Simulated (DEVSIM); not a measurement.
Structure: abrupt InP n-p junction, at 300 K.

```csv
layer (left to right),material,thickness (μm),Nd (cm⁻³),Na (cm⁻³),τn (s),τp (s)
1,InP,0.750,5.3e16,-,7.9e-10,2.4e-10
2,InP,160,-,5e14,7.9e-10,7.9e-10
```

Left contact: ohmic. Right contact: ohmic. Voltage is applied to the left contact. Recombination: SRH at mid-gap. Mobility is μmin + (μ − μmin)/(1 + (N/Nref)^α).

Constants are typed, rounded textbook-type inputs, not results; the design itself was drawn at random and stands for no fabricated device. Values at 300 K.

```
parameter         InP
-------------  ------
gap (eV)        1.344
affinity (eV)    4.38
permittivity     12.5
Nc (cm⁻³)      5.7e17
Nv (cm⁻³)      1.1e19
μn (cm²/Vs)      5200
μp (cm²/Vs)       170
μn,min            400
μp,min             10
Nref,n           3e17
Nref,p         4.9e17
αn               0.47
αp               0.62
```

Simulated with DEVSIM: 1D drift-diffusion, Boltzmann statistics, complete ionisation; no tunnelling, impact ionisation, image-force lowering or self-heating.

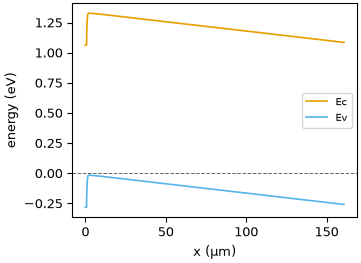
Fig. 1. Band edges at -1.0 V on the left contact

Energies count from the Fermi level of the right contact; mesh points crowd at the junctions.

```tsv
x (μm)	Ec (eV)	Ev (eV)	n (cm⁻³)	p (cm⁻³)	field (V/cm)
0.000	1.061	-0.283	5.3e16	< 1e2	≈ 0
0.03853	1.061	-0.283	5.3e16	3.1e8	≈ 0
0.1288	1.061	-0.283	5.3e16	1.1e9	≈ 0
0.3603	1.061	-0.283	5.3e16	3.7e9	≈ 0
0.6481	1.062	-0.282	5.3e16	1.1e10	73
0.7247	1.070	-0.274	3.9e16	1.9e10	4200
0.7554	1.097	-0.248	1.4e16	5.6e10	11000
0.8347	1.157	-0.188	1.3e15	5.8e11	5600
1.004	1.229	-0.115	8.2e13	9.8e12	3400
1.466	1.314	-0.030	2.9e12	2.8e14	700
2.617	1.328	-0.016	1.2e12	5.0e14	≈ 0
7.707	1.322	-0.022	2.7e11	5.0e14	-14
18.57	1.305	-0.039	1.2e10	5.0e14	-15
48.25	1.260	-0.084	2600000	5.0e14	-15
122.4	1.145	-0.199	< 1e2	5.0e14	-15
146.4	1.108	-0.236	< 1e2	5.0e14	-15
155.1	1.094	-0.250	< 1e2	5.0e14	-15
158.7	1.089	-0.255	< 1e2	5.0e14	-15
160.2	1.086	-0.258	< 1e2	5.0e14	-15
160.6	1.086	-0.258	< 1e2	5.0e14	-15
160.7	1.086	-0.258	< 1e2	5.0e14	-15
160.8	1.085	-0.258	< 1e2	5.0e14	-15
```
